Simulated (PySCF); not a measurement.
# C₆H₁₁NP+: magnetic properties

What do calculations give for the magnetic properties of C₆H₁₁NP+ (`CN[P+]1(C)C=CC=C1`)?

Computed with PySCF 2.14.0 and routines of our own; the level stands in each step. Atoms count from 0.

## 1. The starting structure

19 atoms, charge 1, multiplicity 1; geometry from: GFN2-xTB.

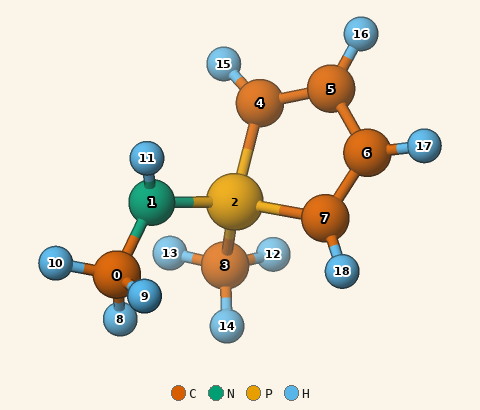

The starting geometry (carbon orange, nitrogen teal, phosphorus amber, hydrogen blue).

## 2. Magnetic properties: GIAO B3LYP/pcSseg-1

The job: settings as JSON, then the geometry in Å.

```
{"job": {"kind": "mag", "xc": "B3LYP", "basis": "pcSseg-1", "isotopologues": 2}, "charge": 1, "multiplicity": 1}
C     -2.489461    -0.503584     0.660730
N     -1.081265    -0.455867     1.058956
P      0.078316     0.209304     0.092392
C     -0.405608     1.906666    -0.289056
C      1.676043     0.047547     0.896151
C      2.505415    -0.593236     0.060263
C      1.918623    -1.010070    -1.212117
C      0.632091    -0.680139    -1.387470
H     -2.779066     0.452528     0.230862
H     -2.701572    -1.297898    -0.056760
H     -3.086871    -0.673236     1.555134
H     -0.784535    -1.313799     1.515605
H      0.455095     2.427710    -0.706379
H     -0.726437     2.394665     0.631260
H     -1.212868     1.917867    -1.020563
H      1.912688     0.433699     1.871214
H      3.537090    -0.812853     0.282819
H      2.510228    -1.545709    -1.936705
H      0.032293    -0.894345    -2.253800
```

Level: GIAO B3LYP/pcSseg-1 magnetisability, rotational g tensor and spin-rotation constants, non-relativistic, gas phase.

Run with:

```
$ OMP_NUM_THREADS=1 python excited_run.py task.json out
```

The driver reads the jobs from task.json and runs them one after another.

Standard output:

```text
coarse grid: 16024 points
cycle   1  E = -630.9533327431  dE =  1.400e+00  |g| = 5.163e-01  |ddm| = 4.016e+00
cycle   2  E = -630.9373200800  dE =  1.601e-02  |g| = 5.834e-01  |ddm| = 1.058e+00
cycle   3  E = -631.0144295388  dE = -7.711e-02  |g| = 8.296e-02  |ddm| = 6.022e-01
cycle   4  E = -631.0155344063  dE = -1.105e-03  |g| = 4.660e-02  |ddm| = 1.037e-01
cycle   5  E = -631.0160544629  dE = -5.201e-04  |g| = 9.640e-03  |ddm| = 4.111e-02
cycle   6  E = -631.0160725943  dE = -1.813e-05  |g| = 5.004e-03  |ddm| = 1.241e-02
cycle   7  E = -631.0160784674  dE = -5.873e-06  |g| = 4.774e-04  |ddm| = 4.639e-03
final grid: 149264 points
cycle   8  E = -631.0759027616  dE = -3.834e-05  |g| = 6.759e-03  |ddm| = 2.748e-02
cycle   9  E = -631.0759005673  dE =  2.194e-06  |g| = 7.443e-03  |ddm| = 1.098e-02
cycle  10  E = -631.0759142076  dE = -1.364e-05  |g| = 7.439e-04  |ddm| = 5.872e-03
cycle  11  E = -631.0759143042  dE = -9.662e-08  |g| = 3.729e-04  |ddm| = 9.348e-04
cycle  12  E = -631.0759143382  dE = -3.397e-08  |g| = 7.368e-05  |ddm| = 3.385e-04
cycle  13  E = -631.0759143393  dE = -1.069e-09  |g| = 3.614e-05  |ddm| = 1.006e-04
cycle  14  E = -631.0759143396  dE = -3.056e-10  |g| = 7.868e-06  |ddm| = 3.834e-05
converged SCF energy = -631.0759143396

Magnetisability tensor (1e-30 J/T^2)
    -1238.85     -100.96       41.97
     -100.96    -1373.58      116.44
       41.97      116.44    -1199.38
isotropic -1270.60   principal values   -1481.04  -1190.71  -1140.05
isotropic susceptibility -76.517 1e-6 cm^3/mol

Inertial axes            a          b          c
rot. const./GHz      3.0470     1.2916     1.2440
chi total           -73.500    -84.303    -71.749
chi diamagnetic    -521.587  -1052.678  -1093.624
chi paramagnetic    448.087    968.375   1021.876
quadrupole/D A       12.793     -5.750     -7.043
g nuclear            0.6277     0.5949     0.5974
g electronic        -0.6414    -0.5876    -0.5972
g total             -0.0138     0.0073     0.0002

Spin-rotation constants (kHz, H = +C I.J)
atom  isotope        aa         bb         cc
  1    14N        0.192      0.035      0.045
  2    31P        5.222      2.299      2.197
  8     1H       -0.299     -0.037     -0.121
  9     1H       -0.349     -0.046     -0.083
 10     1H       -0.123     -0.140     -0.072
 11     1H       -0.367     -0.069     -0.122
 12     1H       -0.171     -0.081     -0.166
 13     1H       -0.251     -0.114     -0.091
 14     1H       -0.259     -0.150     -0.043
 15     1H       -0.373     -0.139      0.073
 16     1H        0.158     -0.169     -0.079
 17     1H        0.018     -0.117     -0.074
 18     1H       -0.327     -0.149      0.069
  0    13C*       0.439      0.233      0.207
  3    13C*       0.393      0.155      0.169
  4    13C*       1.019      0.237      0.513
  5    13C*       1.257      0.259      0.594
* in the singly substituted isotopologue

Isotopologues: g along a, b, c
2H    at 8,9,10,11,12,1    -0.0110     0.0063     0.0001
13C   at 0                 -0.0135     0.0071     0.0002
```

Wall time 38 s (1 thread of Arm Neoverse V1, shared host); peak memory 0.97 GiB.

In short:

```csv
quantity,value
magnetisability,-1271·10⁻³⁰ J/T²
molar susceptibility,-76.5·10⁻⁶ cm³/mol
"rotational g (a, b, c)","-0.0138, 0.0073, 0.0002"
```

## 3. Magnetic properties: GIAO LDA/6-31++G**

Settings changed since step 2:

```diff
@@ -1,2 +1,2 @@
-{"job": {"kind": "mag", "xc": "B3LYP", "basis": "pcSseg-1", "isotopologues": 2}, "charge": 1, "multiplicity": 1}
+{"job": {"kind": "mag", "xc": "LDA", "basis": "6-31++G**", "scf": {"aux": "def2-qzvpp-jkfit"}}, "charge": 1, "multiplicity": 1}
 C     -2.489461    -0.503584     0.660730
```

With the program's defaults for keys left out, this is: GIAO LDA/6-31++G** magnetisability, rotational g tensor and spin-rotation constants, non-relativistic, gas phase.

Standard output:

```text
final grid: 149264 points
cycle   1  E = -627.0851277448  dE =  1.193e+00  |g| = 6.346e-01  |ddm| = 6.256e+00
cycle   2  E = -626.9736937224  dE =  1.114e-01  |g| = 9.038e-01  |ddm| = 7.416e+00
cycle   3  E = -627.1845134705  dE = -2.108e-01  |g| = 1.317e-01  |ddm| = 5.444e+00
cycle   4  E = -627.1876865412  dE = -3.173e-03  |g| = 7.234e-02  |ddm| = 6.055e-01
cycle   5  E = -627.1890077916  dE = -1.321e-03  |g| = 1.986e-02  |ddm| = 1.591e-01
cycle   6  E = -627.1890946537  dE = -8.686e-05  |g| = 9.386e-03  |ddm| = 1.193e-01
cycle   7  E = -627.1891164285  dE = -2.177e-05  |g| = 2.042e-03  |ddm| = 4.111e-02
cycle   8  E = -627.1891173287  dE = -9.002e-07  |g| = 9.939e-04  |ddm| = 7.122e-03
cycle   9  E = -627.1891175909  dE = -2.622e-07  |g| = 3.077e-04  |ddm| = 2.970e-03
cycle  10  E = -627.1891176173  dE = -2.643e-08  |g| = 5.155e-05  |ddm| = 1.055e-03
cycle  11  E = -627.1891176179  dE = -6.294e-10  |g| = 1.468e-05  |ddm| = 2.267e-04
converged SCF energy = -627.1891176179

Magnetisability tensor (1e-30 J/T^2)
    -1230.59     -113.26       40.32
     -113.26    -1380.18      120.74
       40.32      120.74    -1202.72
isotropic -1271.17   principal values   -1495.18  -1181.59  -1136.73
isotropic susceptibility -76.551 1e-6 cm^3/mol

Inertial axes            a          b          c
rot. const./GHz      3.0470     1.2916     1.2440
chi total           -72.780    -84.913    -71.961
chi diamagnetic    -520.023  -1050.968  -1091.878
chi paramagnetic    447.244    966.055   1019.917
quadrupole/D A       12.979     -5.812     -7.166
g nuclear            0.6277     0.5949     0.5974
g electronic        -0.6402    -0.5862    -0.5960
g total             -0.0125     0.0088     0.0013

Spin-rotation constants (kHz, H = +C I.J)
atom  isotope        aa         bb         cc
  1    14N        0.176      0.028      0.038
  2    31P        4.687      2.161      2.011
  8     1H       -0.298     -0.036     -0.118
  9     1H       -0.346     -0.045     -0.082
 10     1H       -0.123     -0.140     -0.072
 11     1H       -0.353     -0.060     -0.119
 12     1H       -0.169     -0.081     -0.164
 13     1H       -0.249     -0.114     -0.091
 14     1H       -0.253     -0.148     -0.042
 15     1H       -0.363     -0.136      0.077
 16     1H        0.171     -0.165     -0.077
 17     1H        0.030     -0.113     -0.072
 18     1H       -0.316     -0.146      0.074
  0    13C*       0.356      0.199      0.178
  3    13C*       0.327      0.118      0.138
  4    13C*       0.945      0.211      0.452
  5    13C*       1.133      0.226      0.527
* in the singly substituted isotopologue
```

It took 42 s on 1 thread of Arm Neoverse V1, shared host; peak memory 0.69 GiB.

From this job:

```csv
quantity,value
magnetisability,-1271·10⁻³⁰ J/T²
molar susceptibility,-76.6·10⁻⁶ cm³/mol
"rotational g (a, b, c)","-0.0125, 0.0088, 0.0013"
```

## 4. Magnetic properties: GIAO BLYP/3-21G

Settings changed since step 3:

```diff
@@ -1,2 +1,2 @@
-{"job": {"kind": "mag", "xc": "LDA", "basis": "6-31++G**", "scf": {"aux": "def2-qzvpp-jkfit"}}, "charge": 1, "multiplicity": 1}
+{"job": {"kind": "mag", "xc": "BLYP", "basis": "3-21G", "scf": {"conv": 0.01, "diis": false, "max_cycle": 66}}, "charge": 1, "multiplicity": 1}
 C     -2.489461    -0.503584     0.660730
```

With the program's defaults for keys left out, this is: GIAO BLYP/3-21G magnetisability, rotational g tensor and spin-rotation constants, non-relativistic, gas phase.

Standard output:

```text
final grid: 149264 points
cycle   1  E = -627.4971485200  dE =  9.048e-01  |g| = 5.708e-01  |ddm| = 4.471e+00
cycle   2  E = -627.4226534659  dE =  7.450e-02  |g| = 7.825e-01  |ddm| = 1.671e+00
cycle   3  E = -627.2418698318  dE =  1.808e-01  |g| = 1.168e+00  |ddm| = 2.267e+00
cycle   4  E = -626.3896484162  dE =  8.522e-01  |g| = 2.102e+00  |ddm| = 4.924e+00
cycle   5  E = -620.8481025409  dE =  5.542e+00  |g| = 4.428e+00  |ddm| = 9.262e+00
cycle   6  E = -584.5673349898  dE =  3.628e+01  |g| = 7.541e+00  |ddm| = 3.413e+01
cycle   7  E = -435.4369946643  dE =  1.491e+02  |g| = 9.307e+00  |ddm| = 8.632e+01
cycle   8  E = -460.7050690982  dE = -2.527e+01  |g| = 1.002e+01  |ddm| = 8.291e+01
cycle   9  E = -379.6719900537  dE =  8.103e+01  |g| = 9.642e+00  |ddm| = 6.444e+01
cycle  10  E = -371.8205517831  dE =  7.851e+00  |g| = 9.150e+00  |ddm| = 9.120e+01
[... 46 cycles left out ...]
cycle  57  E = -393.0820948212  dE =  3.790e+01  |g| = 9.803e+00  |ddm| = 5.895e+01
cycle  58  E = -430.9807473699  dE = -3.790e+01  |g| = 8.677e+00  |ddm| = 5.895e+01
cycle  59  E = -393.0820948212  dE =  3.790e+01  |g| = 9.803e+00  |ddm| = 5.895e+01
cycle  60  E = -430.9807473699  dE = -3.790e+01  |g| = 8.677e+00  |ddm| = 5.895e+01
cycle  61  E = -393.0820948212  dE =  3.790e+01  |g| = 9.803e+00  |ddm| = 5.895e+01
cycle  62  E = -430.9807473699  dE = -3.790e+01  |g| = 8.677e+00  |ddm| = 5.895e+01
cycle  63  E = -393.0820948212  dE =  3.790e+01  |g| = 9.803e+00  |ddm| = 5.895e+01
cycle  64  E = -430.9807473699  dE = -3.790e+01  |g| = 8.677e+00  |ddm| = 5.895e+01
cycle  65  E = -393.0820948212  dE =  3.790e+01  |g| = 9.803e+00  |ddm| = 5.895e+01
cycle  66  E = -430.9807473699  dE = -3.790e+01  |g| = 8.677e+00  |ddm| = 5.895e+01
SCF not converged, last energy = -430.9807473699
```

Wall time 56 s (1 thread of Arm Neoverse V1, shared host); peak memory 0.45 GiB.

Why it failed: The SCF swings between two densities 37.90 Eh apart: plain iteration without DIIS overshoots. Cure: turn DIIS on. Numbers printed on the way are no properties of the molecule.

## 5. The levels compared

```csv
level,ξ (10⁻³⁰ J/T²),g(a),g(b),gap (eV),functions,time
GIAO B3LYP/pcSseg-1,-1271,-0.0138,0.0073,4.54,198,38 s
GIAO LDA/6-31++G**,-1271,-0.0125,0.0088,2.85,214,42 s
```

## 6. Outcome

| quantity | value |
| --- | --- |
| magnetisability (step 2, GIAO B3LYP/pcSseg-1) | -1271·10⁻³⁰ J/T² |
| molar susceptibility (step 2, GIAO B3LYP/pcSseg-1) | -76.5·10⁻⁶ cm³/mol |
| rotational g (a, b, c) (step 2, GIAO B3LYP/pcSseg-1) | -0.0138, 0.0073, 0.0002 |
| magnetisability over the levels | -1271 to -1271·10⁻³⁰ J/T² |
| runs | 1 failed, 0 ended on unsound input |

What this shows: For an ion, the motion of the centre of mass in the field is left out. The magnetisability spreads by 0.0 % over 2 levels of like cost. Two levels can agree by chance, so this spread shows no convergence. Vibrational averaging and real surroundings are missing from these values.
